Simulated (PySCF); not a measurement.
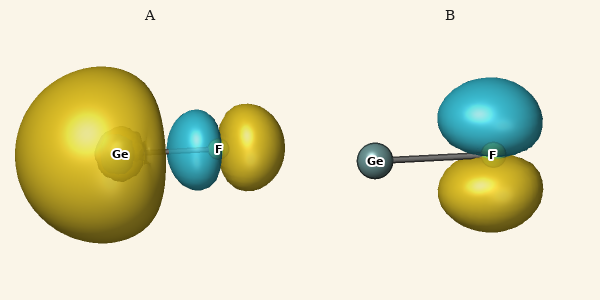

*GeF (charge −1, triplet). Two frontier β-spin orbitals, each drawn at the value that holds 80 % of its norm (yellow and cyan are the two phases), in no order; of a degenerate pair one member is drawn.*

Theory: PySCF, PBE0/def2-TZVPPD, non-relativistic Hamiltonian with scalar-relativistic core potentials where named, at a bond length of 1.871 Å.

Name the orbitals and rank them from lowest to highest energy.

Orbital B: π, occupied in this spin, −4.66 eV; mainly on F (90 %).
Orbital A: σ, occupied in this spin, −2.86 eV; mainly on Ge (75 %).
